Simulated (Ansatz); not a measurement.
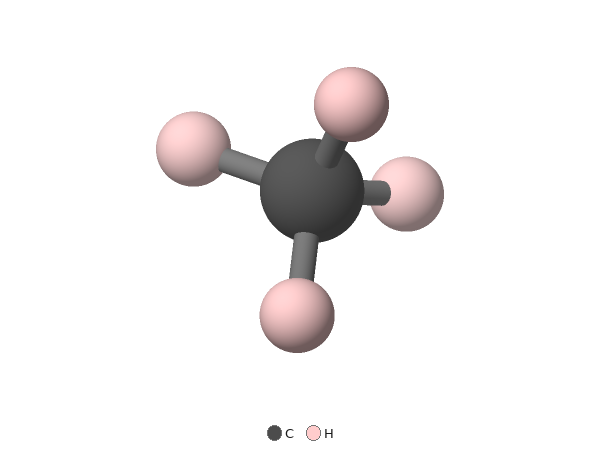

The picture shows a molecular structure as a ball-and-stick model.

The geometry was computed by an optimisation with PBE0-D4/def2-TZVP.

Which formula does it have?

CH₄, 5 atoms: 1 carbon and 4 hydrogen.

How many sets of symmetry-equivalent atoms are there?

2: 1 C, 4 H.

How many bonds of each kind are drawn?

4 C–H. Sticks follow a distance rule.

Give the symmetry (Schoenflies symbol).

Td.

More results for the same structure follow; atom numbers are the same in all pictures, views and colours differ.

Electronic properties

Level of theory: RKS PBE0-D4/def2-TZVPP (Ansatz 0.2.0).

Computed properties:

- HOMO energy (Kohn–Sham orbital): −10.98 eV
- LUMO energy (Kohn–Sham orbital): 1.70 eV
- HOMO–LUMO gap: 12.68 eV

Charges

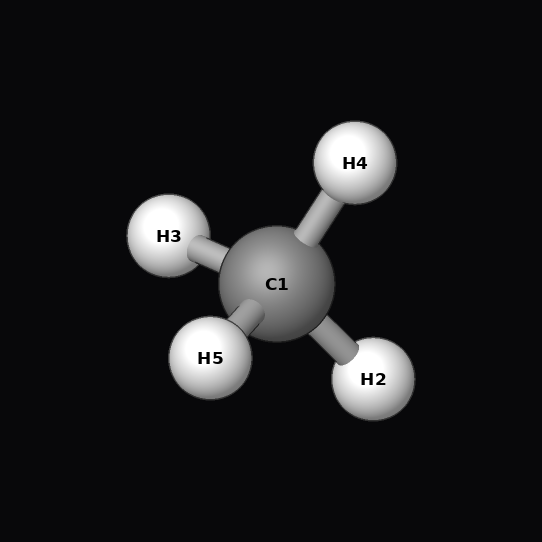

The questions are on Mulliken charges. Level of theory: RKS PBE0-D4/def2-TZVP (Ansatz 0.2.0).

Give the Mulliken charges atom by atom.

```csv
atom,value (e)
C1,−0.53
H2,0.13
H3,0.13
H4,0.13
H5,0.13
```

Vibrations

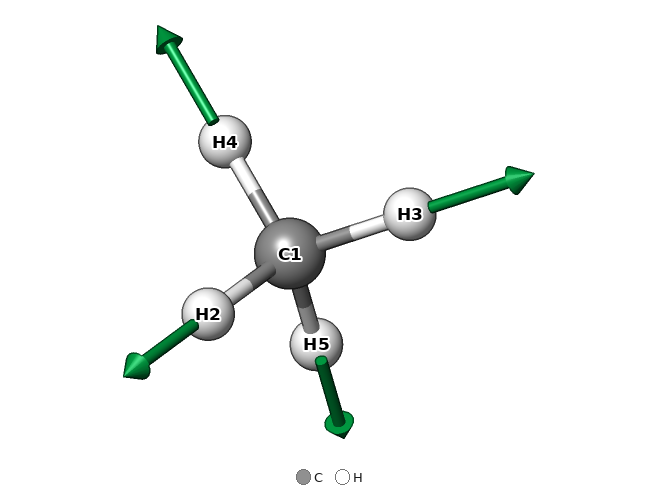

The arrows show one normal mode. Harmonic vibrations computed with RKS PBE0-D4/def2-TZVP (Ansatz 0.2.0) at a stationary point of the same level.

Describe the motion.

Mostly in-phase stretching of 4 C–H bonds.

At what wavenumber does it lie?

3047 cm⁻¹; it is mode 6 of 9 counted from the lowest.

Mulliken values depend strongly on the basis set and can even reverse the polarity of a bond.
